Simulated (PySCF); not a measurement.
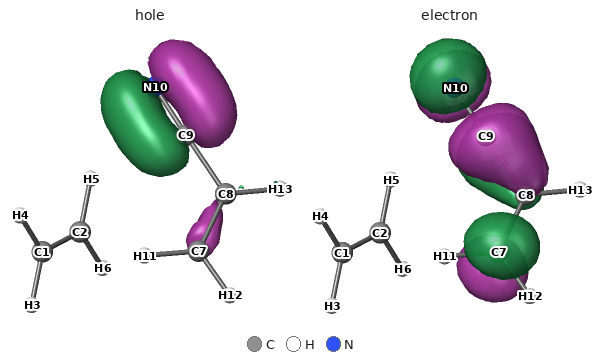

C₅H₇N, SMILES `C=C.C=CC#N`. Leading natural transition orbital pair of S₂ (CIS singlet states); the surfaces enclose about 70 % of each orbital's density.

Method: HF/def2-SVP; geometry: GFN2-xTB; program: PySCF. The pair's geometry is semi-empirical, so its contact may be too short or too long. Without diffuse functions Rydberg states are missing, so the states' numbers hold for this basis only.

The calculation's input:

```python
import numpy as np
from pyscf import gto, scf, dft, tdscf
from pyscf.scf import atom_ks, atom_hf
from scipy.linalg import block_diag

def solve(mol, dm0=None, hcore=None):
    mf = scf.UHF(mol) if mol.spin else scf.RHF(mol)
    mf = mf.density_fit(auxbasis='def2-universal-jkfit')
    mf.conv_tol, mf.max_cycle = 1e-8, 80
    if hcore is not None:
        mf.get_hcore = lambda *args: hcore
    mf.kernel(dm0)
    if not mf.converged:
        mf = mf.newton().run(mf.mo_coeff, mf.mo_occ, max_cycle=30)
    assert mf.converged, 'SCF not converged'
    return mf

mol = gto.M(atom='''
C     -2.29600    -0.18097     0.51521
C     -2.07206     0.31066    -0.68536
H     -2.79330    -1.12639     0.66401
H     -1.99548     0.34499     1.40685
H     -1.57494     1.25587    -0.82690
H     -2.37205    -0.20899    -1.58117
C      0.95250    -1.62894     0.21522
C      1.58589    -0.60357    -0.34162
C      1.33345     0.73520     0.02419
N      1.14456     1.82874     0.31192
H      0.20262    -1.48214     0.97463
H      1.16106    -2.64410    -0.07691
H      2.33748    -0.73474    -1.10981
''', basis='def2-svp', charge=0, spin=0, verbose=4)
mf = solve(mol)
td = mf.TDA()
td.nstates, td.singlet, td.conv_tol = 5, True, 1e-5
td.kernel()
td.analyze()
x, y = np.array([p[0] for p in td.xy]), np.array([p[1] + 0 * p[0] for p in td.xy])
f, mu = td.oscillator_strength(), td.transition_dipole()
nto = [td.get_nto(state=i + 1, verbose=4) for i in range(len(td.e))]
# spherically averaged free atoms, for the promolecule
atm = scf.atom_hf.get_atm_nrhf(mol)
pro = block_diag(*[(atm[a[0]][2] * atm[a[0]][3]) @ atm[a[0]][2].T for a in mol._atom])
np.savez('result.npz', e=td.e, f=f, ok=td.converged, w=[n[0] for n in nto], nto=[n[1] for n in nto], x=x, y=y, c=mf.mo_coeff, occ=mf.mo_occ, eps=mf.mo_energy, pro=pro, mu=mu)
```

Launched as:

```sh
OMP_NUM_THREADS=1 python input.py
```

The run took 88 s on 1 thread of Arm Neoverse V1, with other jobs on the host, peak memory 0.49 GiB.

### Where does the state lie, and where do hole and electron sit?

7.02 eV (177 nm), f = 0.028; the leading pair carries 89 %; hole on N10 (50 %), C9 (35 %) and C8 (6 %), electron on N10 (34 %), C9 (30 %) and C7 (17 %); their centroids lie 0.6 Å apart; S₁ lies within 0.1 eV of it. In canonical orbitals it is mainly HOMO−2 → LUMO (59 %). The HOMO–LUMO gap is 12.76 eV.
